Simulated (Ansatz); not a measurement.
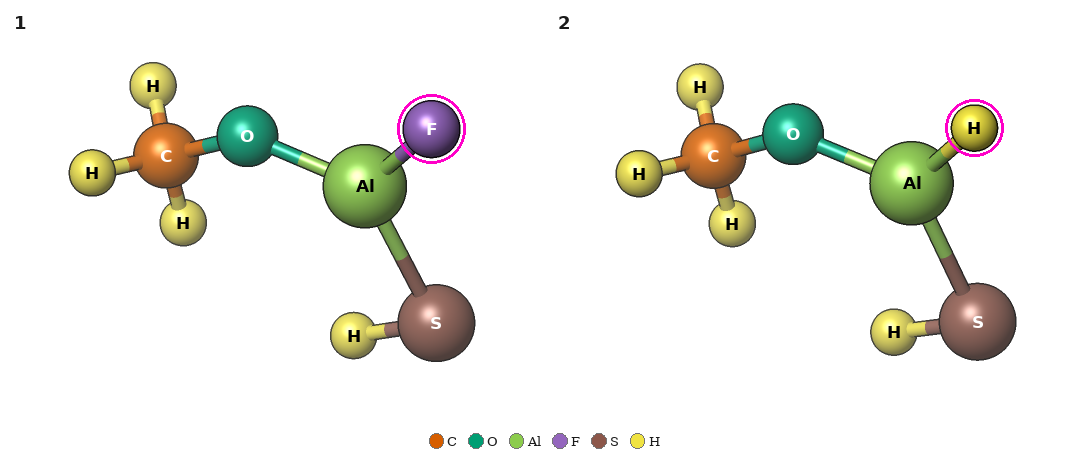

2 molecules with one skeleton, seen from the same side and at one scale; the atom that differs is circled. Each species is neutral and a spin singlet. Computed geometries: PBE0-D4/def2-TZVP optimisations, one conformation each. Properties computed with Ansatz 0.2.0.

One atom differs, called X below: F in panel 1, H in panel 2. Their formulas are CH4AlFOS (`C[O][Al]([F])[SH]`), CH5AlOS (`C[O][AlH][SH]`).

In which is the dipole moment larger (PBE0-D4/def2-TZVP)?

Answer. In panel 1 (X = F).

In which is the length of X–Al larger (PBE0-D4/def2-TZVP)?

Answer. In panel 1 (X = F).

Give the values. With PBE0-D4/def2-TZVP: length of X–Al (Å), angle X–Al–S (°), dipole moment (D), harmonic zero-point energy (kJ/mol), harmonic X–Al stretching wavenumber (cm⁻¹). With PBE0-D4/def2-QZVPP: HOMO energy (Kohn–Sham orbital) (eV), HOMO–LUMO gap (eV).

| quantity | 1 (F) | 2 (H) | 2 − 1 |
| --- | --- | --- | --- |
| length of X–Al (Å) | 1.639 | 1.569 | −0.070 |
| angle X–Al–S (°) | 117.3 | 120.3 | +3.0 |
| HOMO energy (Kohn–Sham orbital) (eV) | −8.00 | −7.73 | +0.27 |
| HOMO–LUMO gap (eV) | 7.15 | 7.07 | −0.08 |
| dipole moment (D) | 2.83 | 1.58 | −1.25 |
| harmonic zero-point energy (kJ/mol) | 142.7 | 153.5 | +10.8 |
| harmonic X–Al stretching wavenumber (cm⁻¹) | 897 | 1992 | +1095 |
